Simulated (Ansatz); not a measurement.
Consider Cl$_{2}$H$_{2}$OTi···HCl.

Input

```
crystal:
  periodic: [false, false, false]
  atoms:
    - { symbol: Ti, position_ang: [0.080486, -0.602368, -0.659932] }
    - { symbol: Cl, position_ang: [0.542144, 0.723102, 2.623879] }
    - { symbol: Cl, position_ang: [2.104061, 0.139379, -0.889401] }
    - { symbol: O, position_ang: [-1.115218, 0.533179, -0.149241] }
    - { symbol: H, position_ang: [-1.250134, 1.312846, 0.4083] }
    - { symbol: Cl, position_ang: [-0.612578, -1.906154, -2.253622] }
    - { symbol: H, position_ang: [0.159793, -1.637592, 0.680094] }
    - { symbol: H, position_ang: [0.365044, -0.511192, 2.142723] }
basis:
  gaussian: { orbitals: def2-SVP }
hamiltonian:
  xc: pbe0
  dispersion: d4
relax:
  f_tol: 0.03
  max_steps: 50
output:
  orbitals: {}
```

Launched as:

```sh
ansatz run input.yaml --threads 4 --pin off --max-ram 5120MiB --backend cpu --events-out ev --progress --plain --runs-dir out
```

The fields are those of the run's last geometry, not of the input's.

These are results of RKS PBE0-D4/def2-SVP in Ansatz 0.2.0, not measurements.

What will maps of the electron density and electron localisation function show?

Ti–O (1.73 Å): ρ is about 1.2 e/Å³ halfway; the ELF peaks at about 0.80 in the valence shell of O, 0.5 Å from its nucleus, and drops to about 0.25 between the two atoms.
Ti–Cl (2.18 Å): ρ is about 0.67 e/Å³ halfway; the ELF peaks at about 0.85 in the valence shell of Cl, 0.8 Å from its nucleus, and is about 0.40 at the midpoint.
O–H (0.97 Å): ρ at the midpoint is about 3.6 e/Å³; the ELF climbs to about 1 towards the hydrogen, as it does in any bond to H; an ordinary covalent bond to hydrogen.

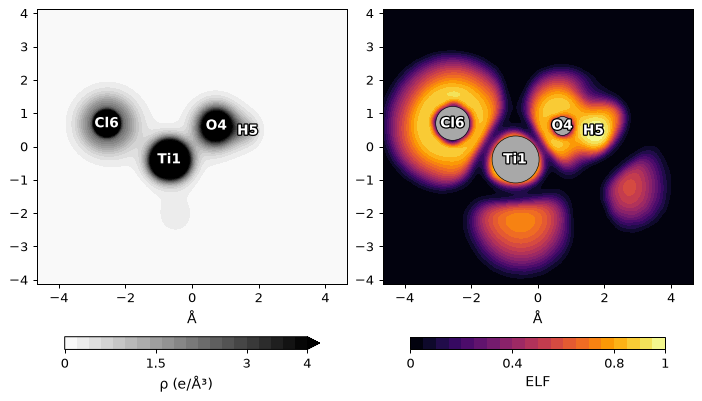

Computed electron density and electron localisation function on the plane of atoms O4, Ti1 and Cl6, in this order. Grey discs cover the atomic cores in the ELF map. 
